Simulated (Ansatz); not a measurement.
Chalcopyrite CdGeAs₂, treated with rVV10 in Ansatz (plane waves, PAW).

Run with plane-wave cutoff 520 eV, 8×8×8 k mesh, Fermi–Dirac smearing 0.01 eV, scalar-relativistic PAW data made under PBE.

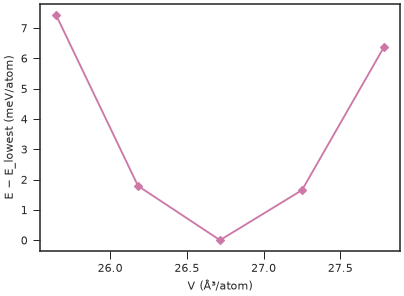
Fig. 1. Total energy against volume

### Question
From the curve, estimate the equilibrium volume and the bulk modulus.

### Answer
V0 ≈ 26.7 Å³/atom and B0 ≈ 52 GPa; the fit gives V0 = 26.717 Å³/atom, B0 = 51.5 GPa, B′ = 4.7.

Shape and atoms are relaxed at each volume.

Measured, for comparison: bulk modulus 69.9 GPa (temperature not stated, not corrected to a static lattice; as tabulated in Toher et al. (2017), arXiv:1611.05714). Computed less measured: bulk modulus -26 %.

Note: this level leaves the solid without a gap, although one is measured.

Computed values are for the static lattice.

Ansatz is a program for electronic structure.
